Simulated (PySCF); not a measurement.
## A study: C₂Cl₄, SMILES `ClC(Cl)=C(Cl)Cl`

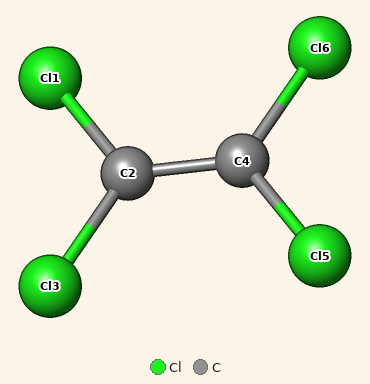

The molecule, with its atoms numbered as below. No frequency check shows the geometry to be a minimum.

Cartesian coordinates (Å):

```
Cl1      1.5761   -1.4521    0.0000
C2       0.6693    0.0002    0.0000
Cl3      1.5763    1.4519    0.0000
C4      -0.6693   -0.0002    0.0000
Cl5     -1.5761    1.4521    0.0000
Cl6     -1.5763   -1.4519    0.0000
```

## 1. Bonding charge

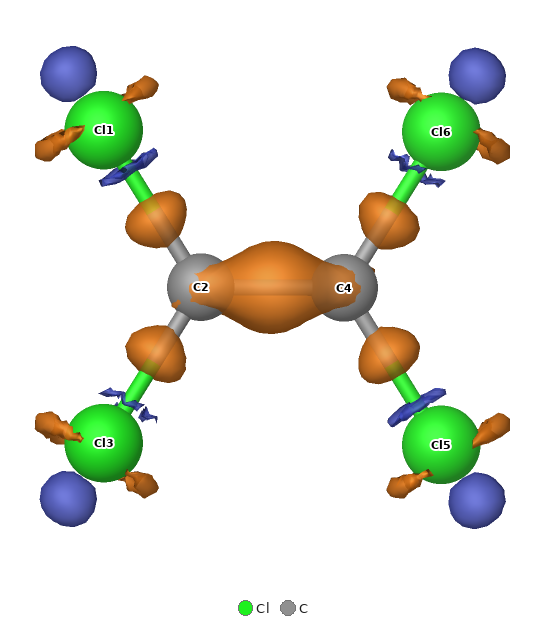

Deformation density (molecule less spherical, spin-averaged free atoms at the same positions), surfaces at ±0.15 e/Å³; orange: gain, blue: loss.

PySCF calculation, ωB97X/def2-TZVP, gas phase; geometry: GFN2-xTB.

Question: Describe the bonding that the map shows.

Answer: C2–C4: +0.79 e/Å³ at the bond critical point (bond length 1.34 Å, Mayer order 1.7). C2–Cl3, C4–Cl6, Cl1–C2 and C4–Cl5: +0.29 e/Å³ at the bond critical point (bond length 1.71 Å, Mayer order 1.2). In all, 1.5 electrons gather in the regions of gain relative to the promolecule.

Question: Where do the Hirshfeld charges lie?

Answer: The highest Hirshfeld charge is on Cl1, Cl3, Cl5 and Cl6 (+0.01 e), the lowest on C2 and C4 (−0.02 e).

| atom | charge (e) |
| --- | --- |
| Cl1 | +0.01 |
| C2 | −0.02 |
| Cl3 | +0.01 |
| C4 | −0.02 |
| Cl5 | +0.01 |
| Cl6 | +0.01 |

## 2. Bond critical points

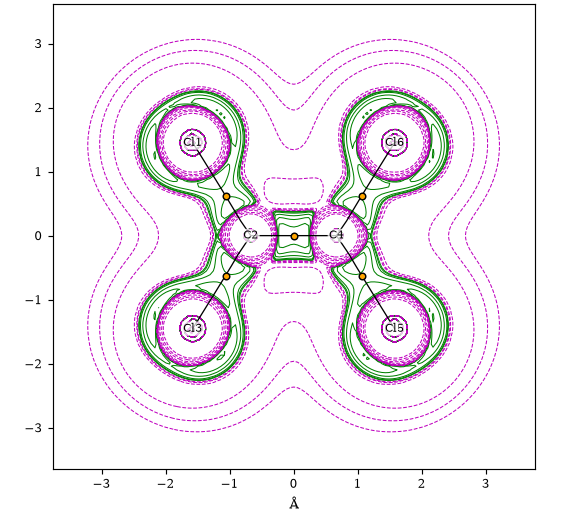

Negative Laplacian of the density (−∇²ρ) in the molecular plane (solid green lines positive, dashed magenta lines negative, contours at ±0.02 to ±8 a.u.), with bond paths and bond critical points (dots).

Question: Sort the bonds in the plane by the sign of ∇²ρ at their critical points.

Answer: Concentrated (∇²ρ < 0): C2–C4 (−1.02 a.u.); C2–Cl3, C4–Cl6, Cl1–C2 and C4–Cl5 (−0.37 a.u.). At none is it depleted.

Question: Where along C2–Cl3 does the critical point lie?

Answer: 0.74 Å from C2 and 0.97 Å from Cl3.

## 3. Electrostatic potential

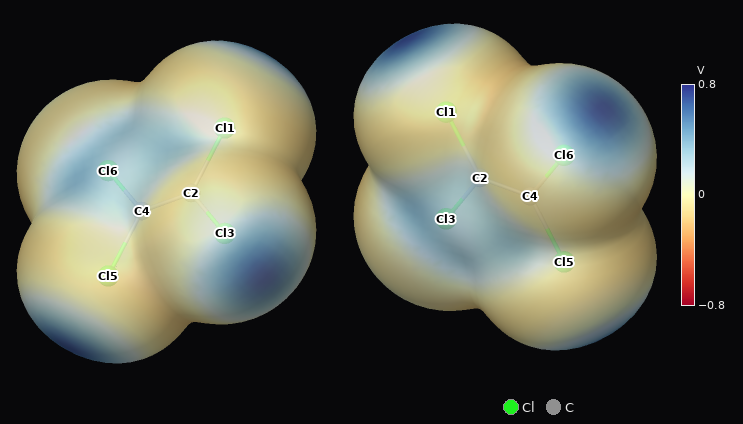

Electrostatic potential on the surface of electron density 0.001 a.u. (back view left, front view right).

Question: Where are the extremes of the potential on the surface?

Answer: Highest: 0.75 V, 1.9 Å from Cl6, and at like points elsewhere. Further maxima include 0.41 V, off the molecular plane, over C2 (1.9 Å). Lowest: −0.20 V, about equally far (2.2 Å) from Cl3 and Cl5, and at like points elsewhere. Further minima include −0.18 V, 2.1 Å from Cl5, and at like points elsewhere. The surface is sampled at points, so like sites can differ by a few per cent and only the strongest of them is named.

Question: Does Cl6 carry a σ-hole?

Answer: Yes: a local maximum of +0.75 V lies on the extension of the C4–Cl6 bond.

Question: What volume does the surface enclose, and what is the dipole moment?

Answer: About 139 Å³; the dipole moment is 0.0 D.

## 4. In an electric field

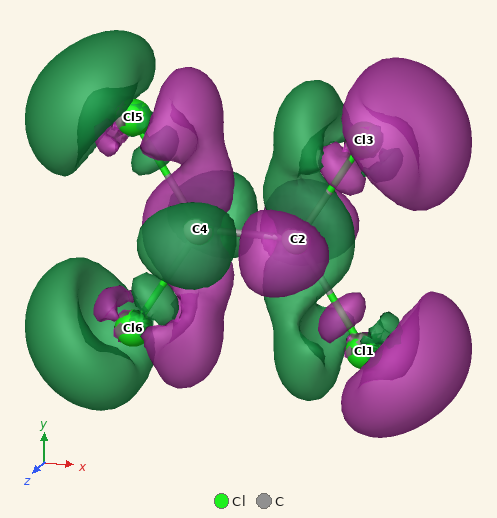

Change of the electron density in a uniform field of 0.21 V/Å, surfaces at ±0.002 e/Å³ (green: gain, purple: loss).

Computed with PySCF, ωB97X/def2-TZVP, geometry: GFN2-xTB. A basis without diffuse functions makes polarisabilities too small.

Question: Along which Cartesian direction does the field point?

Answer: Along +x: electrons gather on the −x side, against the field.

Question: How large is the response?

Answer: The induced dipole is 0.90 D (along the field); α along this axis, from the fields in both directions, is 89 bohr³ (13.1 Å³).

Question: Which atoms gain and lose the most charge?

Answer: Electrons gather most on Cl5 and Cl6 alike (Hirshfeld charge changes by −0.017 e) and leave Cl1 and Cl3 alike most (+0.017 e); 0.075 electrons are displaced in all.

## 5. Removing or adding an electron

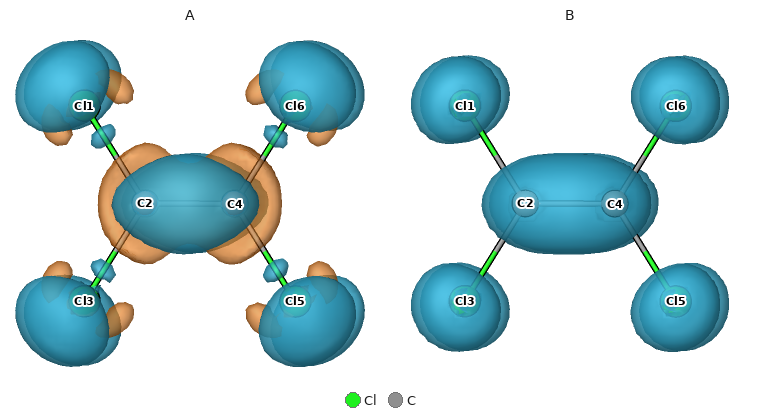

The Fukui function f⁻ from two separate SCF calculations and the density of the HOMO, at ±0.02 e/Å³ (light blue positive, orange negative).

Method: ωB97X/def2-TZVP; geometry: GFN2-xTB; program: PySCF.

Question: Which panel is which, and how good is the frozen-orbital picture?

Answer: A is f⁻ (it has negative regions), B the HOMO density. The HOMO lies on C2 and C4 (21 % each) and Cl1, Cl3, Cl5 and Cl6 (14 % each); f⁻ (Hirshfeld-condensed) is largest on Cl1, Cl3, Cl5 and Cl6 (0.19 each) and C2 and C4 (0.11 each); the vertical ionisation energy is 9.41 eV (the stability of the cation's solution wasn't checked). Relaxation shifts 20 % of the electron between atoms. The orbital energy is −9.57 eV.
